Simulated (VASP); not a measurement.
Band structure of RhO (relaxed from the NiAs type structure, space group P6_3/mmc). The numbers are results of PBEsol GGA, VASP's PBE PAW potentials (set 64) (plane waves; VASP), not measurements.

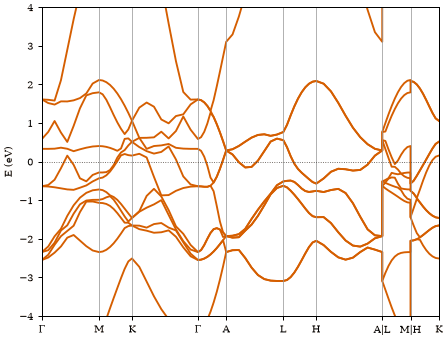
Figure. Bands along high-symmetry lines, zero at the valence-band maximum or, without a gap, the Fermi level

**Question.** Read the plot: is there a gap, and where are the band edges?

**Answer.** It has no gap at this level: it comes out as a metal or semimetal. (Edges off the drawn lines would not show.)

The structure was generated: RhO was put into the NiAs type type (P6_3/mmc), which need not be its known phase. It was relaxed first.
